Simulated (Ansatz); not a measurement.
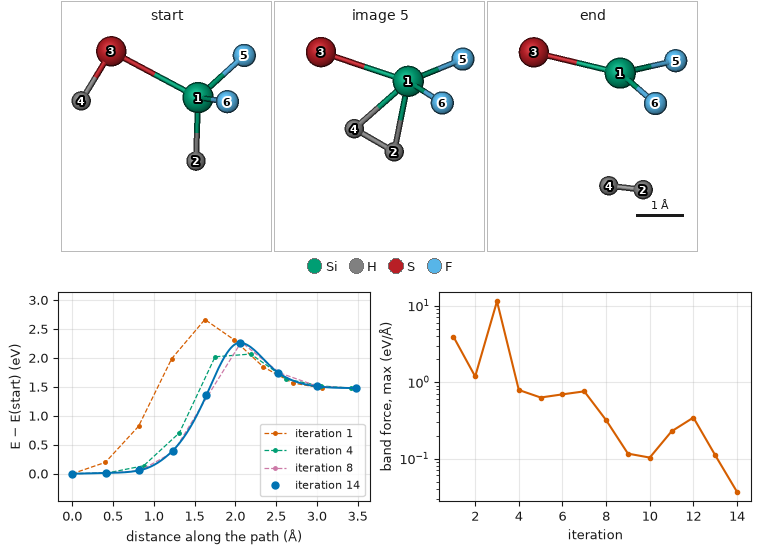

NEB run on SiH2SF2. Images are numbered from 0 (start) to 8 (end). The plot follows the band through its iterations. The picture is a ball-and-stick view, seen at a tilt.

The calculation used RKS B3LYP/def2-SVP (Ansatz 0.2.0).

The input:
```yaml
crystal:
  periodic: [false, false, false]
  atoms:
    - { symbol: Si, position_ang: [-0.265367, 0.36116, 0.180811] }
    - { symbol: H, position_ang: [-0.712857, 0.984079, -1.079266] }
    - { symbol: S, position_ang: [0.422713, -1.639781, -0.033672] }
    - { symbol: H, position_ang: [1.170817, -1.33857, -1.122421] }
    - { symbol: F, position_ang: [-1.480368, 0.308108, 1.239644] }
    - { symbol: F, position_ang: [0.864963, 1.325004, 0.814803] }
basis:
  gaussian: { orbitals: def2-SVP }
hamiltonian:
  xc: b3lyp
neb:
  order_check: false
  images: 7
  f_tol: 0.05
  max_iterations: 60
  final_atoms:
    - { symbol: Si, position_ang: [0.02644134, -0.16488371, 0.85830617] }
    - { symbol: H, position_ang: [-0.15446049, 0.65126077, -1.72256032] }
    - { symbol: S, position_ang: [0.70835321, -1.96492978, 0.97820839] }
    - { symbol: H, position_ang: [0.08145301, -0.07017957, -1.79175187] }
    - { symbol: F, position_ang: [-1.4991072, 0.32912978, 0.80457162] }
    - { symbol: F, position_ang: [0.83722112, 1.2196025, 0.87312501] }
  initial_path:
    images:
      - { positions_ang: [[-0.265367, 0.36116, 0.180811], [-0.712857, 0.984079, -1.079266], [0.422713, -1.639781, -0.033672], [1.170817, -1.33857, -1.122421], [-1.480368, 0.308108, 1.239644], [0.864963, 1.325004, 0.814803]] }
      - { positions_ang: [[-0.21688215, 0.29122684, 0.26823276], [-0.56352874, 0.82024272, -1.14147414], [0.48520734, -1.6603343, -0.01336121], [0.9508859, -1.1447315, -1.16124567], [-1.48431093, 0.35033625, 1.20583296], [0.82852958, 1.34325998, 0.8419143]] }
      - { positions_ang: [[-0.1683973, 0.22129367, 0.35565451], [-0.41420048, 0.65640645, -1.20368228], [0.54770168, -1.6808876, 0.00694958], [0.7309548, -0.95089299, -1.20007033], [-1.48825386, 0.3925645, 1.17202192], [0.79209616, 1.36151597, 0.8690256]] }
      - { positions_ang: [[-0.11991245, 0.15136051, 0.44307627], [-0.26487223, 0.49257017, -1.26589042], [0.61019602, -1.7014409, 0.02726037], [0.51102371, -0.75705449, -1.238895], [-1.49219678, 0.43479276, 1.13821088], [0.75566274, 1.37977195, 0.8961369]] }
      - { positions_ang: [[-0.0714276, 0.08142734, 0.53049803], [-0.11554397, 0.3287339, -1.32809856], [0.67269036, -1.7219942, 0.04757116], [0.29109261, -0.56321599, -1.27771967], [-1.49613971, 0.47702101, 1.10439984], [0.71922932, 1.39802794, 0.9232482]] }
      - { positions_ang: [[-0.04696036, 0.01984958, 0.61245006], [-0.1252731, 0.40936562, -1.426714], [0.68160607, -1.78272809, 0.28023047], [0.23868271, -0.43995688, -1.40622772], [-1.49688159, 0.4400482, 1.02944278], [0.74872727, 1.35342158, 0.9107174]] }
      - { positions_ang: [[-0.02249313, -0.04172818, 0.6944021], [-0.13500223, 0.48999733, -1.52532944], [0.69052178, -1.84346199, 0.51288977], [0.18627281, -0.31669778, -1.53473577], [-1.49762346, 0.4030754, 0.95448573], [0.77822522, 1.30881522, 0.8981866]] }
      - { positions_ang: [[0.00197411, -0.10330595, 0.77635414], [-0.14473136, 0.57062905, -1.62394488], [0.6994375, -1.90419588, 0.74554908], [0.13386291, -0.19343867, -1.66324382], [-1.49836533, 0.36610259, 0.87952868], [0.80772317, 1.26420886, 0.8856558]] }
      - { positions_ang: [[0.02644134, -0.16488371, 0.85830617], [-0.15446049, 0.65126077, -1.72256032], [0.70835321, -1.96492978, 0.97820839], [0.08145301, -0.07017957, -1.79175187], [-1.4991072, 0.32912978, 0.80457162], [0.83722112, 1.2196025, 0.87312501]] }
```

Launched with:
```bash
ansatz run input.yaml --threads 2 --pin off --max-ram 3072MiB --backend cpu --events-out ev --progress --plain --runs-dir out
```

### Judge this run.

The result is final at these settings. The band converged in 14 iterations. The largest component of the band force went from 3.9 to 0.037 eV/Å. The climbing image converged on the top of the path. Its vibrational analysis gives one imaginary mode (1172i cm⁻¹), as a transition state must have. The first iteration put the highest image at 2.66 eV. The energy climbs by 2.26 eV to image 5 and then falls by 0.78 eV, so the end point sits at +1.48 eV.
